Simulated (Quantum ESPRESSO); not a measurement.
# Magnetic state of MnGaAs2 (GaAs8x111 Mn2 nn) from several starts

A self-consistent run ends on one state, which hangs on the start. Several orders of MnGaAs2 (GaAs8x111 Mn2 nn) are started in Quantum ESPRESSO and their energies compared.

Method: PBE; plane waves with GBRV 1.5 PBE potentials, no spin-orbit coupling, in Quantum ESPRESSO 7.5.

## 1. The structure

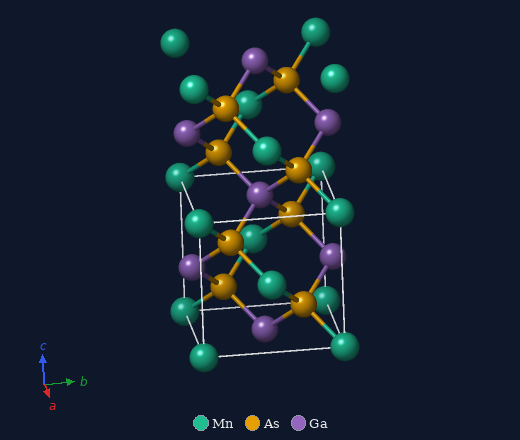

The cell as given, slightly off an axis (manganese teal, arsenic orange, gallium purple). 1×1×2 cells are drawn. Bonds to atoms that aren't drawn are left out. Some periodic images of atoms are drawn too.

The cell was typed by rule, not taken from a database of measured structures.

## 2. Run 1 (ferro ++)

The signs are those of the starting moments on the seeded atoms, the atoms that are given a moment.

Input file pw.in:

```
&CONTROL
  calculation = 'scf'
  prefix = 'pwscf'
  outdir = './tmp'
  pseudo_dir = './pseudo'
  disk_io = 'nowf'
/
&SYSTEM
  ibrav = 0
  celldm(1) = 8
  nat = 8
  ntyp = 3
  ecutwfc = 40
  ecutrho = 280
  nbnd = 61
  occupations = 'smearing'
  smearing = 'fd'
  degauss = 0.00367493
  nspin = 2
  starting_magnetization(1) = 0.3
  starting_magnetization(2) = 0
  starting_magnetization(3) = 0
/
&ELECTRONS
  conv_thr = 1.6d-08
  electron_maxstep = 150
  mixing_beta = 0.3
/
ATOMIC_SPECIES
Mn     54.9380 mn_pbe_v1.5.uspp.F.UPF
As     74.9216 as_pbe_v1.uspp.F.UPF
Ga     69.7230 ga_pbe_v1.4.uspp.F.UPF
CELL_PARAMETERS alat
   1.3353277228137    0.0000000000000    0.0000000000000
   0.0000000000000    1.3353277228137    0.0000000000000
   0.0000000000000    0.0000000000000    1.3353277228137
ATOMIC_POSITIONS crystal
Mn      0.0000000000    0.0000000000    0.0000000000
As      0.2500000000    0.2500000000    0.2500000000
Mn      0.0000000000    0.5000000000    0.5000000000
As      0.2500000000    0.7500000000    0.7500000000
Ga      0.5000000000    0.0000000000    0.5000000000
As      0.7500000000    0.2500000000    0.7500000000
Ga      0.5000000000    0.5000000000    0.0000000000
As      0.7500000000    0.7500000000    0.2500000000
K_POINTS automatic
5 5 5 0 0 0
```

Command:

```bash
OMP_NUM_THREADS=1 mpirun -n 4 pw.x -nk 4 -in pw.in > pw.out
```

Output:

```text
Program PWSCF v.7.5 starts

     Found identity + (  0.0000 -0.5000 -0.5000) symmetry
     This is a supercell, fractional translations are disabled
     Message from routine setup:
     using ibrav=0 with symmetry is DISCOURAGED, use correct ibrav instead

     K-points division:     npool     =       4
     Subspace diagonalization in iterative solution of the eigenvalue problem:

     G-vector sticks info
     --------------------
     sticks:   dense  smooth     PW     G-vecs:    dense   smooth      PW
     Sum        2553    1457    421                96561    41851    6355

     Using Slab Decomposition

     bravais-lattice index     =            0
     lattice parameter (alat)  =       8.0000  a.u.
     unit-cell volume          =    1219.0838 (a.u.)^3
     number of atoms/cell      =            8
     number of atomic types    =            3
     number of electrons       =        88.00
     number of Kohn-Sham states=           61
     kinetic-energy cutoff     =      40.0000  Ry
     charge density cutoff     =     280.0000  Ry
     scf convergence threshold =      1.6E-08
     mixing beta               =       0.3000
     number of iterations used =            8  plain     mixing
     Exchange-correlation=  SLA  PW   PBX  PBC
                           (   1   4   3   4   0   0   0)

     celldm(1)=   8.000000  celldm(2)=   0.000000  celldm(3)=   0.000000
     celldm(4)=   0.000000  celldm(5)=   0.000000  celldm(6)=   0.000000

     crystal axes: (cart. coord. in units of alat)
               a(1) = (   1.335328   0.000000   0.000000 )
               a(2) = (   0.000000   1.335328   0.000000 )
               a(3) = (   0.000000   0.000000   1.335328 )

     reciprocal axes: (cart. coord. in units 2 pi/alat)
               b(1) = (  0.748880  0.000000  0.000000 )
               b(2) = (  0.000000  0.748880  0.000000 )
               b(3) = (  0.000000  0.000000  0.748880 )

     PseudoPot. # 1 for Mn read from file:
     mn_pbe_v1.5.uspp.F.UPF
     Pseudo is Ultrasoft + core correction, Zval = 15.0
     Generated by new atomic code, or converted to UPF format
     Using radial grid of  859 points,  6 beta functions with:
                l(1) =   0
                l(2) =   0
                l(3) =   1
                l(4) =   1
                l(5) =   2
                l(6) =   2
     Q(r) pseudized with  8 coefficients,  rinner =    0.950   0.950   0.950
                                                       0.950   0.950

     PseudoPot. # 2 for As read from file:
     as_pbe_v1.uspp.F.UPF
     Pseudo is Ultrasoft + core correction, Zval =  5.0
     Generated by new atomic code, or converted to UPF format
     Using radial grid of  875 points,  6 beta functions with:
                l(1) =   0
                l(2) =   0
                l(3) =   1
                l(4) =   1
                l(5) =   2
                l(6) =   2
     Q(r) pseudized with  8 coefficients,  rinner =    1.300   1.300   1.300
                                                       1.300   1.300

     PseudoPot. # 3 for Ga read from file:
     ga_pbe_v1.4.uspp.F.UPF
     Pseudo is Ultrasoft + core correction, Zval = 19.0
     Generated by new atomic code, or converted to UPF format
     Using radial grid of  871 points,  6 beta functions with:
                l(1) =   0
                l(2) =   0
                l(3) =   1
                l(4) =   1
                l(5) =   2
                l(6) =   2
     Q(r) pseudized with  8 coefficients,  rinner =    1.250   1.250   1.250
                                                       1.250   1.250

     atomic species   valence    mass     pseudopotential
     Mn               15.00    54.93800     Mn( 1.00)
     As                5.00    74.92160     As( 1.00)
     Ga               19.00    69.72300     Ga( 1.00)

     Starting magnetic structure
     atomic species   magnetization
     Mn              0.300
     As              0.000
     Ga              0.000

      8 Sym. Ops. (no inversion) found

   Cartesian axes

     site n.     atom                  positions (alat units)
         1        Mn     tau(   1) = (   0.0000000   0.0000000   0.0000000  )
         2        As     tau(   2) = (   0.3338319   0.3338319   0.3338319  )
         3        Mn     tau(   3) = (   0.0000000   0.6676639   0.6676639  )
         4        As     tau(   4) = (   0.3338319   1.0014958   1.0014958  )
         5        Ga     tau(   5) = (   0.6676639   0.0000000   0.6676639  )
         6        As     tau(   6) = (   1.0014958   0.3338319   1.0014958  )
         7        Ga     tau(   7) = (   0.6676639   0.6676639   0.0000000  )
         8        As     tau(   8) = (   1.0014958   1.0014958   0.3338319  )

     number of k points=    18  Fermi-Dirac smearing, width (Ry)=  0.0037
                       cart. coord. in units 2pi/alat
        k(    1) = (   0.0000000   0.0000000   0.0000000), wk =   0.0080000
        k(    2) = (   0.0000000   0.0000000   0.1497760), wk =   0.0320000
        k(    3) = (   0.0000000   0.0000000   0.2995519), wk =   0.0320000
        k(    4) = (   0.0000000   0.1497760   0.1497760), wk =   0.0320000
        k(    5) = (   0.0000000   0.1497760   0.2995519), wk =   0.0640000
        [... 13 further k-points ...]

     Dense  grid:    96561 G-vectors     FFT dimensions: (  60,  60,  60)

     Smooth grid:    41851 G-vectors     FFT dimensions: (  45,  45,  45)

     Check: negative core charge=   -0.000013
     Generating pointlists ...
     new r_m :   0.2385 (alat units)  1.9081 (a.u.) for type    1
     new r_m :   0.2385 (alat units)  1.9081 (a.u.) for type    2
     new r_m :   0.2385 (alat units)  1.9081 (a.u.) for type    3

     Initial potential from superposition of free atoms

     starting charge      84.9988, renormalised to      88.0000
     Starting wfcs are   66 randomized atomic wfcs

     Self-consistent Calculation

     iteration #  1     ecut=    40.00 Ry     beta= 0.30
     Davidson diagonalization with overlap
     ethr =  1.00E-02,  avg # of iterations =  4.2

     total energy              =   -1410.66875321 Ry
     estimated scf accuracy    <      13.49545484 Ry

     total magnetization       =     6.79 Bohr mag/cell
     absolute magnetization    =     7.02 Bohr mag/cell

     iteration #  2     ecut=    40.00 Ry     beta= 0.30
     Davidson diagonalization with overlap
     ethr =  1.00E-02,  avg # of iterations =  3.1

     total energy              =   -1410.63015566 Ry
     estimated scf accuracy    <      25.91328490 Ry

     total magnetization       =     1.19 Bohr mag/cell
     absolute magnetization    =     1.36 Bohr mag/cell

     iteration #  3     ecut=    40.00 Ry     beta= 0.30
     Davidson diagonalization with overlap
     ethr =  1.00E-02,  avg # of iterations =  1.9

     total energy              =   -1414.04298868 Ry
     estimated scf accuracy    <       3.43689231 Ry

     total magnetization       =     7.22 Bohr mag/cell
     absolute magnetization    =     7.59 Bohr mag/cell

     [... further iterations left out ...]

     iteration # 12     ecut=    40.00 Ry     beta= 0.30
     Davidson diagonalization with overlap
     ethr =  2.83E-09,  avg # of iterations =  5.4

     negative rho (up, down):  0.000E+00 5.424E-04

     total energy              =   -1414.22415519 Ry
     estimated scf accuracy    <       0.00000098 Ry

     total magnetization       =     7.96 Bohr mag/cell
     absolute magnetization    =     8.74 Bohr mag/cell

     iteration # 13     ecut=    40.00 Ry     beta= 0.30
     Davidson diagonalization with overlap
     ethr =  1.12E-09,  avg # of iterations =  2.3

     negative rho (up, down):  0.000E+00 5.415E-04

     total energy              =   -1414.22415570 Ry
     estimated scf accuracy    <       0.00000020 Ry

     total magnetization       =     7.96 Bohr mag/cell
     absolute magnetization    =     8.74 Bohr mag/cell

     iteration # 14     ecut=    40.00 Ry     beta= 0.30
     Davidson diagonalization with overlap
     ethr =  2.23E-10,  avg # of iterations =  2.2

     negative rho (up, down):  0.000E+00 5.414E-04

     total energy              =   -1414.22415578 Ry
     estimated scf accuracy    <       0.00000003 Ry

     total magnetization       =     7.96 Bohr mag/cell
     absolute magnetization    =     8.74 Bohr mag/cell

     iteration # 15     ecut=    40.00 Ry     beta= 0.30
     Davidson diagonalization with overlap
     ethr =  3.19E-11,  avg # of iterations =  4.4

     negative rho (up, down):  0.000E+00 5.414E-04

     Magnetic moment per site  (integrated on atomic sphere of radius R)
     atom   1 (R=0.239)  charge= 13.0634  magn=  3.5864
     atom   2 (R=0.239)  charge=  2.7293  magn= -0.0700
     atom   3 (R=0.239)  charge= 13.0633  magn=  3.5864
     atom   4 (R=0.239)  charge=  2.7293  magn= -0.0700
     atom   5 (R=0.239)  charge= 17.0433  magn=  0.0512
     atom   6 (R=0.239)  charge=  2.7293  magn= -0.0700
     atom   7 (R=0.239)  charge= 17.0433  magn=  0.0512
     atom   8 (R=0.239)  charge=  2.7293  magn= -0.0700

     End of self-consistent calculation

     [... lines left out ...]
     the Fermi energy is     7.2115 ev

!    total energy              =   -1414.22415583 Ry
     estimated scf accuracy    <          8.1E-09 Ry
     smearing contrib. (-TS)   =      -0.00103747 Ry
     internal energy E=F+TS    =   -1414.22311836 Ry

     The total energy is F=E-TS. E is the sum of the following terms:
     one-electron contribution =   -1139.87936886 Ry
     hartree contribution      =     595.81923780 Ry
     xc contribution           =    -276.67762679 Ry
     ewald contribution        =    -593.48536052 Ry

     total magnetization       =     7.96 Bohr mag/cell
     absolute magnetization    =     8.74 Bohr mag/cell

     convergence has been achieved in  15 iterations

=------------------------------------------------------------------------------=
   JOB DONE.
=------------------------------------------------------------------------------=
```

Elapsed: 75 s, on 4 MPI ranks of Intel Xeon at 2.60GHz (Ice Lake), shared host; peak memory 0.96 GiB.

Spin moment in the atom's sphere by atom:

| atom | spin moment in the atom's sphere (μB) |
| --- | --- |
| Mn1 | 3.59 |
| As2 | -0.07 |
| Mn3 | 3.59 |
| As4 | -0.07 |
| Ga5 | 0.05 |
| As6 | -0.07 |
| Ga7 | 0.05 |
| As8 | -0.07 |

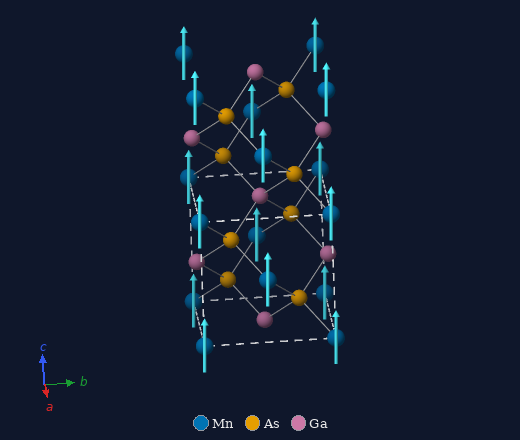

Spin moment in the atom's sphere as arrows, the longest 3.59 μB. Up and down stand for the sign. Arrows give size and sign along the axis of quantisation, drawn up and down the page. Bonds to atoms that aren't drawn are left out. 1×1×2 cells are drawn. Some periodic images of atoms are drawn too.

This step gave:

```yaml
smearing_term_ts: 0.01412 eV
magnetization: 7.961 μB
absolute_magnetization: 8.737 μB
final_state: ferromagnetic
```

(Part 1 of 2 ends here.)

[Logs and program files are shortened in this print: banners, set-up blocks, solver, clock and traceback lines can be left out without a mark of their own.]

[Logs are printed without paths, hosts, clocks, repeated set-up lines and the standing remarks that a program may print on its own settings, such as how far it seeks lower states.]

[Hosts, paths, dates, database ids (printed as entryN), source tags and the programs' standing remarks are cut or masked in the printed files.]

[Where a cell is said to come from a database of computed structures, the database is the Materials Project.]
